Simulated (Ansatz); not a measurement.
# Amorphous Si (76 atoms) under strain: runs compared

How stiff is amorphous Si (76 atoms), and how do its levels respond to strain?

Computed with Ansatz 0.2.0: Kohn-Sham DFT, PBE, PAW (set soft_2), plane waves.

## Step 1: The cell as built

The cell holds 76 atoms: 76 Si. Its edges and angles: a = 11.521 Å, b = 11.521 Å, c = 11.521 Å, α = 90.0°, β = 90.0°, γ = 90.0°. 76 atoms (76 Si) placed at random at 2.32 g/cm³, melted at 3500 K for 10 ps at fixed volume with the Tersoff potential (Tersoff, Phys. Rev. B 39, 5566 (1989)). Quenched from 3100 K to 500 K at 10 K/ps and fixed volume, annealed at 900 K for 50 ps, held 5 ps.

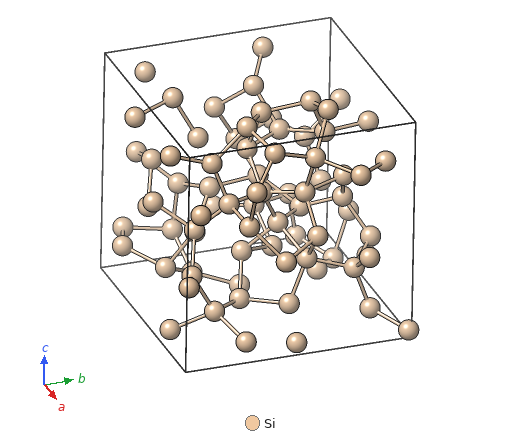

The cell as built. Bonds to atoms that aren't drawn are left out. Some periodic images of atoms are drawn too.

What the set-up can't give: The quench rate of 10 K/ps is orders of magnitude faster than experiment, which tends to freeze in extra defects. The starting topology of bonds comes from the classical model, and needn't be the one that DFT or experiment would give. Sampling is at Γ alone.

## Step 2: The reference run

The reference is a single point at the end of the relaxation.

Every strained cell starts from the geometry of this run, and its atoms are relaxed with the cell held.

Its input, with most atom lines left out:

```yaml
crystal:
  lattice:
    - [11.61967, -0.14001, 0.20291]
    - [-0.14001, 11.34472, 0.44216]
    - [0.20291, 0.44216, 11.61255]
  atoms:
    - { symbol: Si, position: [0.93075, 0.31298, 0.04504] }
    - { symbol: Si, position: [0.64973, 0.381, 0.1237] }
    - { symbol: Si, position: [0.0605, 0.06653, 0.20691] }
    - { symbol: Si, position: [0.28606, 0.27505, 0.05415] }
    - { symbol: Si, position: [0.90011, 0.31131, 0.56799] }
    - { symbol: Si, position: [0.68794, 0.04713, 0.03749] }
    - { symbol: Si, position: [0.69173, 0.31602, 0.58394] }
    [... atom lines 8 to 76 left out ...]
kpoints:
  mp_grid: { grid: [1, 1, 1] }
hamiltonian:
  xc: pbe
scf:
  occupations: { method: gaussian, width: 0.05 }
output:
  forces: true
  stress: true
  populations: true
  dos:
    method: { smearing: { sigma: 0.15 } }
    de: 0.1
    projected: { site_lists: { Si: [Si] } }
  eigenvalues: true
  write_density: true
  write_potential: true
  volumetric_format: npy
```

```
free energy per atom   : -635.5507 eV/atom
r.m.s. force component : 0.00667 eV/Å
pressure               : 0.002223 GPa
```

Filled and empty levels are parted by 0.353 eV (at Γ alone); a semilocal functional tends to put such gaps too low. In a disordered cell it changes from sample to sample, and tail or defect levels can set it.

## Step 3: The runs

Each row is one run, on 4 threads of Arm Neoverse V1, shared host. The free energy is the program's total, comparable only between runs with the same functional, potentials and atoms.

```csv
run,atoms,outcome,"ionic steps, all passes",free energy (eV),time,host memory (GiB)
Single point at the start,76,converged,-,-48295.396,8.1 s,1.3
Cell and atoms relaxed,76,converged,20,-48301.853,2.7 min,1.3
Single point at the relaxed geometry,76,converged,-,-48301.853,17 s,1.3
Volume -3 %,76,converged,4,-48301.542,42 s,1.3
Volume +3 %,76,converged,3,-48301.565,33 s,1.4
Volume -6 %,76,converged,7,-48300.569,68 s,1.3
Volume +6 %,76,converged,5,-48300.760,55 s,1.4
Volume -10 %,76,converged,7,-48298.054,67 s,1.3
Stretched by 1 % along x,76,converged,3,-48301.799,32 s,1.4
Compressed by 1 % along x,76,converged,3,-48301.802,33 s,1.3
Sheared by 2 % in xy,76,converged,3,-48301.782,32 s,1.3
```

In some runs the program notes that the SCF threshold is loose for the stress.

## Step 4: Pressure against volume

Atoms are relaxed at each volume, in the scaled cell.

```csv
volume change (%),volume (Å³/atom),energy change (meV/atom),pressure (GPa),largest move on relaxing (Å),bonds,gap (eV)
-10,18.092,49.98,8.54,0.35,163,0.322
-6,18.896,16.89,4.70,0.27,161,0.381
-3,19.500,4.08,2.22,0.09,159,0.376
+0,20.103,0.00,0.00,-,157,0.353
+3,20.706,3.78,-1.97,0.05,157,0.34
+6,21.309,14.38,-3.64,0.11,157,0.329
```

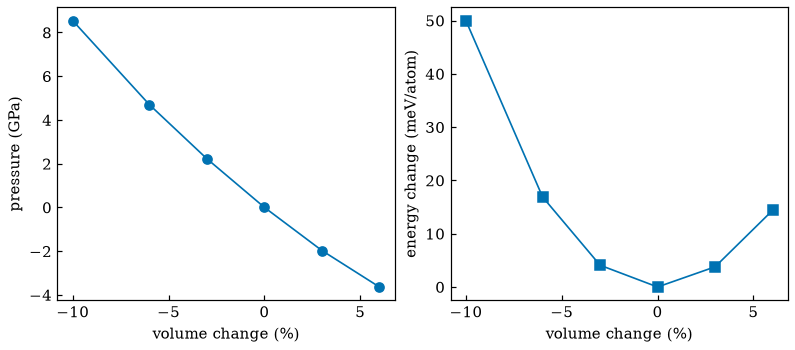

Pressure and energy against volume.

## Step 5: Uniaxial strain and shear

Stress (GPa, compression positive) less that of the relaxed cell, atoms relaxed:

```csv
strain,xx,yy,zz,xy,energy change (meV/atom)
stretched by 1 % along x,-1.119,-0.434,-0.423,0.017,0.71
compressed by 1 % along x,1.108,0.496,0.411,-0.028,0.66
sheared by 2 % in xy,0.045,0.032,-0.056,-0.770,0.93
```

## Step 6: Outcome

The bulk modulus, from the slope of pressure against ln V over the three points nearest the relaxed volume, is 69.9 GPa; a quadratic over all points gives a pressure derivative of about 3.3. The count of bonds runs from 157 to 163 over the series, so at some points contacts cross the cutoffs. The gap goes from 0.322 eV at the smallest volume to 0.329 eV at the largest, not monotonically (lowest 0.322, highest 0.381 eV), on the run's k-points. In the Cartesian axes of the cell, finite differences give C11 = 111, C12 = 46.5, C13 = 41.7 and C66 = 38.5 GPa (the shear of 2 % is the engineering strain, εxy = 0.01). The mean of C11, C12 and C13, which equals the bulk modulus in a cubic or isotropic solid, is 66.5 GPa: it agrees with the bulk modulus within 10 %. For an isotropic solid C66 would equal (C11 − C12)/2 = 32.4 GPa; so small a sample needn't be isotropic, and C66 rests on one shear. With the bulk modulus and C66 as K and G, Young's modulus would be about 98 GPa and Poisson's ratio 0.27.

Caveats: Strains are finite and relaxations stop at the force tolerance of the input, which can leave moduli too stiff; they are those of a static cell at zero temperature. Volumes are changed with the cell's shape held, so in an anisotropic solid the modulus lies over the one under free hydrostatic load. The program notes that the SCF threshold of the relaxations is loose for the stress.

The DFT runs together took 9.1 min of wall time.

[Logs are printed without paths, hosts, clocks, repeated set-up lines and the standing remarks that a program may print on its own settings, such as how far it seeks lower states.]

[Hosts, paths, dates, database ids (printed as entryN), source tags and the programs' standing remarks are cut or masked in the printed files.]
